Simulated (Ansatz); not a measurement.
V (bcc, W type)

```
CELL_PARAMETERS angstrom
     -1.49869     1.49869     1.49869
      1.49869    -1.49869     1.49869
      1.49869     1.49869    -1.49869
ATOMIC_POSITIONS crystal
  V  0.00000 0.00000 0.00000
```

The volume is varied about the relaxed value V₀ at fixed cell shape. Symmetry pins the atoms to their sites.

Method: PBE (plane waves to 420 eV, PAW, scalar-relativistic; Ansatz, a first-principles code). k mesh 22×22×22 (Γ-centred), Fermi-Dirac smearing 0.05 eV. The energy includes the smearing's −TS. The PAW data are Ansatz's earlier set. V is run without spin polarisation. V was relaxed with its symmetry unable to fall. The zero of ΔE is the relaxed starting cell.

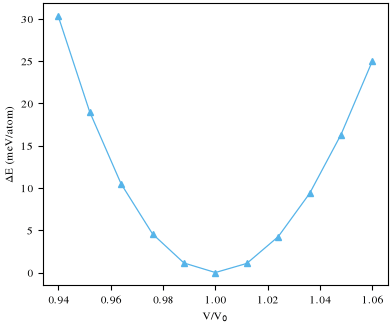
*ΔE (meV/atom) against V/V₀; one marker a computed point.*

**Question.** What bulk modulus B₀ follows from a third-order Birch-Murnaghan fit?

**Answer.** About 180 GPa.

**Question.** What is ΔE at V/V₀ = 0.940?

**Answer.** About 30 meV/atom.

**Question.** What is ΔE at V/V₀ = 1.060?

**Answer.** About 25 meV/atom.

(A scan under strain: stresses follow from slopes of the energy per volume, elastic moduli from its curvatures.)
